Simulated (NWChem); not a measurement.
**MoO3 (molybdenum trioxide): levels of theory compared**

Aim: a comparison of 6 runs (wB97X/def2-SVPD, B3LYP/def2-SVPD, BHLYP/def2-SVPD, M06-L/def2-SVPD, PBE0/def2-SVPD, TPSS/def2-SVPD) of MoO3 (molybdenum trioxide). 

The calculation is run with NWChem 7.3.0.

## 1. Starting point

MoO3 has 4 atoms, charge 0, and is taken as a singlet. SMILES: `[O]=[Mo](=[O])=[O]`. Geometry: relaxed at PBE0-D4/def2-TZVP.

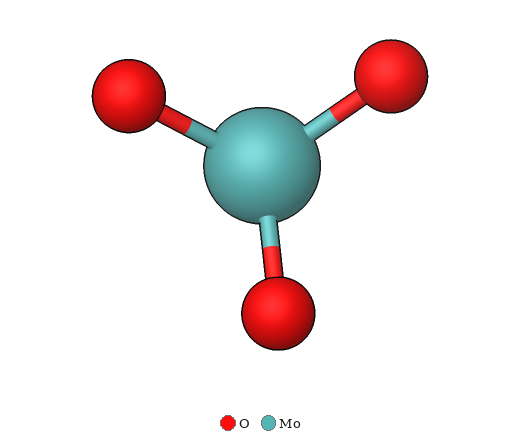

The structure, seen from a chosen angle (oxygen red, molybdenum teal).

## 2. Energy and forces at wB97X/def2-SVPD (core potential) (run 1)

The input, mol.xyz:

```xyz
4
MoO3
O     -0.968000    -0.149800     1.262500
Mo    -0.138100    -0.336500    -0.200300
O      1.507000    -0.607600     0.088800
O     -0.345200     1.033600    -1.171400
```

The input, run.py:

```python
from ase.io import read
from ase.calculators.nwchem import NWChem

system = read('mol.xyz')

calc = NWChem(
    label='mol',
    theory='dft',
    memory='2200 mb',
    basis='def2-SVPD',
    basispar='spherical bse',
    dft={'xc': 'wb97x', 'mult': '1', 'grid': 'fine', 'convergence': 'energy 1e-08', 'iterations': '100', 'mulliken': None, 'print': 'low'},
    **{'ecp bse': {'Mo library': 'def2-SVPD'}},
)
system.calc = calc

forces = system.get_forces()
print(f"energy = {system.get_potential_energy():.6f} eV")
print("forces (eV/A):")
for s, f in zip(system.symbols, forces):
    print(f"{s:2s} {f[0]:10.5f} {f[1]:10.5f} {f[2]:10.5f}")
```

Started as:

```console
$ export ASE_NWCHEM_COMMAND="nwchem PREFIX.nwi > PREFIX.nwo"
$ python run.py
```

Standard output:

```text
energy = -7991.334695 eV
forces (eV/A):
O     0.08037   -0.12532   -0.28112
Mo    0.23027    0.48347    0.29784
O    -0.29573   -0.05600   -0.10284
O    -0.01491   -0.30216    0.08613
```

The calculator wrote mol.nwi:

```
title "mol"

permanent_dir mol

scratch_dir mol

start mol

geometry units angstrom nocenter noautosym noautoz
  O  -9.6799999999999997e-01 -1.4979999999999999e-01 1.2625000000000000e+00
  Mo -1.3810000000000000e-01 -3.3650000000000002e-01 -2.0030000000000001e-01
  O  1.5069999999999999e+00 -6.0760000000000003e-01 8.8800000000000004e-02
  O  -3.4520000000000001e-01 1.0336000000000001e+00 -1.1714000000000000e+00
end

memory 2200 mb

basis spherical bse noprint
   * library def2-SVPD
end

dft
  xc wb97x
  mult 1
  grid fine
  convergence energy 1e-08
  iterations 100
  mulliken
  print low
end
ecp bse
  Mo library def2-SVPD
end

task dft gradient
```

mol.nwo:

```text
Northwest Computational Chemistry Package (NWChem) 7.3.0
             --------------------------------------------------------

           Job information
           ---------------

    nwchem branch   = 7.3.0
    use scalapack   = T
    input           = mol.nwi
    prefix          = mol.
    data base       = mol/mol.db
    status          = startup
    nproc           =        1

           Memory information
           ------------------

    heap     =     72089600 doubles =      550.0 Mbytes
    stack    =     72089597 doubles =      550.0 Mbytes
    global   =    144179200 doubles =     1100.0 Mbytes (distinct from heap & stack)
    total    =    288358397 doubles =     2200.0 Mbytes
    verify   = yes
    hardfail = no

[... 35 lines left out ...]
            Nuclear Dipole moment (a.u.)
[... 67 lines left out ...]
   convergence    iter        energy       DeltaE   RMS-Dens  Diis-err    time
[... 13 lines left out ...]
         Total DFT energy =     -293.676135717674
      One electron energy =     -707.901646537324
           Coulomb energy =      305.935599779876
    Exchange-Corr. energy =      -33.372263004917
 Nuclear repulsion energy =      141.662174044692
[... 31 lines left out ...]
                         DFT ENERGY GRADIENTS

    atom               coordinates                        gradient
                 x          y          z           x          y          z
   1 O      -1.829255  -0.283081   2.385779   -0.001563   0.002437   0.005467
   2 Mo     -0.260971  -0.635893  -0.378512   -0.004478  -0.009402  -0.005792
   3 O       2.847817  -1.148198   0.167808    0.005751   0.001089   0.002000
   4 O      -0.652333   1.953221  -2.213625    0.000290   0.005876  -0.001675

 Task  times  cpu:      121.9s     wall:      121.9s
 Total times  cpu:      121.9s     wall:      121.9s
```

Run time: 2.1 min. Hardware: 1 thread of Intel Xeon Platinum 8488C (Sapphire Rapids), shared host; peak memory 0.13 GiB.

## 3. Energy and gradient at B3LYP/def2-SVPD (core potential) (run 2)

The input, moo3.nw:

```
start moo3
title "MoO3 B3LYP"
memory stack 880 mb heap 220 mb global 1100 mb

geometry units angstroms noautosym nocenter noautoz
  O    -0.968000   -0.149800    1.262500
  Mo   -0.138100   -0.336500   -0.200300
  O     1.507000   -0.607600    0.088800
  O    -0.345200    1.033600   -1.171400
end

basis "ao basis" spherical bse
  * library def2-SVPD
end

ecp bse
  Mo library def2-SVPD
end

dft
  xc b3lyp
  grid fine
  convergence energy 1e-08
  maxiter 100
  mulliken
end

task dft gradient
```

Started as:

```console
$ nwchem moo3.nw > moo3.out
```

Standard output:

```text
[...]
          Wavefunction type:  closed shell.
          No. of atoms     :     4
          No. of electrons :    38
[...]
          Charge           :     0
          Spin multiplicity:     1
[...]
          AO basis - number of functions:   103
[...]
              XC Information
              --------------
                         B3LYP Method XC Potential
                     Hartree-Fock (Exact) Exchange  0.200
                        Slater Exchange Functional  0.800 local
                    Becke 1988 Exchange Functional  0.720 non-local
              Lee-Yang-Parr Correlation Functional  0.810
                  VWN I RPA Correlation Functional  0.190 local
[...]
 d= 0,ls=0.0,diis     1   -293.0474010393 -4.35D+02  8.18D-02  5.83D+00     2.1
[...]
 d= 0,ls=0.0,diis    13   -293.7846997402 -5.38D-10  4.46D-07  4.46D-09    22.0
         Total DFT energy =     -293.784699740195
      One electron energy =     -708.068599705175
           Coulomb energy =      306.113786483659
    Exchange-Corr. energy =      -33.492060563372
 Nuclear repulsion energy =      141.662174044692
[...]
      Total Density - Mulliken Population Analysis
     ---------------------------------------------
    Atom       Charge   Shell Charges
 -----------   ------   -------------------------------------------------------
    1 O    8     8.70   1.99  1.13  0.78  0.13  2.76  1.69  0.20  0.01  0.02
    2 Mo  14    11.89  -0.40  1.63  0.80  0.07 -0.01  5.99  0.16 -0.21 -0.02  3.61  0.16  0.11
    3 O    8     8.70   1.99  1.13  0.78  0.13  2.76  1.69  0.20  0.01  0.02
    4 O    8     8.70   1.99  1.13  0.78  0.13  2.76  1.69  0.20  0.01  0.02
[...]
  wavefunction    = closed shell
                         DFT ENERGY GRADIENTS
    atom               coordinates                        gradient
                 x          y          z           x          y          z
   1 O      -1.829255  -0.283081   2.385779    0.007815  -0.002097  -0.014218
   2 Mo     -0.260971  -0.635893  -0.378512    0.006244   0.013317   0.008003
   3 O       2.847817  -1.148198   0.167808   -0.015909   0.002290  -0.002957
   4 O      -0.652333   1.953221  -2.213625    0.001850  -0.013510   0.009172
[...]
```

Run time: 27 s. Hardware: 1 thread of Intel Xeon Platinum 8488C (Sapphire Rapids), shared host; peak memory 0.13 GiB.

Runs 3 to 5 aren't shown in full; the table further down has their settings and results.

## 4. Energy and gradient at TPSS/def2-SVPD (core potential) (run 6)

The input, moo3.nw:

```
START moo3
TITLE "MoO3"
memory total 2200 mb

GEOMETRY units bohr noautosym nocenter noautoz
O   -1.82925489  -0.28308097   2.38577923
Mo  -0.26097118  -0.63589284  -0.37851214
O    2.84781727  -1.14819759   0.16780768
O   -0.65233346   1.95322092  -2.21362518
END

BASIS spherical bse
O library def2-SVPD
Mo library def2-SVPD
END

ECP bse
Mo library def2-SVPD
END

DFT
xc xtpss03 ctpss03
grid fine
convergence energy 1e-08
maxiter 100
mulliken
END

TASK dft gradient
```

Started as:

```console
$ nwchem moo3.nw > moo3.out
```

Standard output:

```text
[...]
          Wavefunction type:  closed shell.
          No. of atoms     :     4
          No. of electrons :    38
[...]
          Charge           :     0
          Spin multiplicity:     1
[...]
          AO basis - number of functions:   103
[...]
              XC Information
              --------------
                  TPSS metaGGA Exchange Functional  1.000
             TPSS03 metaGGA Correlation Functional  1.000
[...]
 d= 0,ls=0.0,diis     1   -293.0455460537 -4.35D+02  8.95D-02  5.98D+00     2.4
[...]
 d= 0,ls=0.0,diis    13   -293.8190282563  3.79D-09  1.93D-06  1.44D-07    27.2
         Total DFT energy =     -293.819028256253
      One electron energy =     -708.298324942191
           Coulomb energy =      306.360063728323
    Exchange-Corr. energy =      -33.542930971899
 Nuclear repulsion energy =      141.662163929514
[...]
      Total Density - Mulliken Population Analysis
     ---------------------------------------------
    Atom       Charge   Shell Charges
 -----------   ------   -------------------------------------------------------
    1 O    8     8.70   1.99  1.13  0.80  0.11  2.75  1.69  0.20  0.01  0.02
    2 Mo  14    11.91  -0.40  1.62  0.81  0.07 -0.01  5.99  0.14 -0.21 -0.01  3.68  0.12  0.10
    3 O    8     8.70   1.99  1.13  0.80  0.11  2.75  1.69  0.20  0.01  0.02
    4 O    8     8.70   1.99  1.13  0.80  0.11  2.75  1.69  0.20  0.01  0.02
[...]
  wavefunction    = closed shell
                         DFT ENERGY GRADIENTS
    atom               coordinates                        gradient
                 x          y          z           x          y          z
   1 O      -1.829255  -0.283081   2.385779    0.013148  -0.005315  -0.026242
   2 Mo     -0.260971  -0.635893  -0.378512    0.013368   0.028386   0.017154
   3 O       2.847817  -1.148198   0.167808   -0.029049   0.002489  -0.006222
   4 O      -0.652333   1.953221  -2.213625    0.002533  -0.025560   0.015310
[...]
```

It took 34 s on 1 thread of Intel Xeon Platinum 8488C (Sapphire Rapids), shared host; peak memory 0.13 GiB.

## 5. The series

| run | level | energy (Eh) | largest force (eV/Å) | wall time |
| --- | --- | --- | --- | --- |
| 1 | wB97X/def2-SVPD (core potential) | -293.676136 | 0.613 | 2.1 min |
| 2 | B3LYP/def2-SVPD (core potential) | -293.784700 | 0.861 | 27 s |
| 3 | BHLYP/def2-SVPD (core potential) | -293.480652 | 0.978 | 28 s |
| 4 | M06-L/def2-SVPD (core potential) | -293.781361 | 0.941 | 37 s |
| 5 | PBE0/def2-SVPD (core potential) | -293.508476 | 0.119 | 28 s |
| 6 | TPSS/def2-SVPD (core potential) | -293.819028 | 1.839 | 34 s |

## 6. What came out

| quantity | value |
| --- | --- |
| run 6: total energy | -293.81903 Eh |
| run 6: dipole moment | 4.78 D |
| run 6: HOMO energy | -7.66 eV |
| run 6: LUMO energy | -5.34 eV |
| run 6: HOMO–LUMO gap | 2.32 eV |
| run 6: largest force on an atom | 1.839 eV/Å |

What this shows: Over runs 2, 3, 4, 5, 6 the dipole moment (its size) runs from 4.78 D (TPSS/def2-SVPD) to 5.20 D (BHLYP/def2-SVPD). Over runs 2, 3, 4, 5, 6 the HOMO–LUMO gap runs from 2.32 eV (TPSS/def2-SVPD) to 6.57 eV (BHLYP/def2-SVPD). Totals of different functionals can't be ranked against each other. All runs together took 4.6 min, the longest 2.1 min.
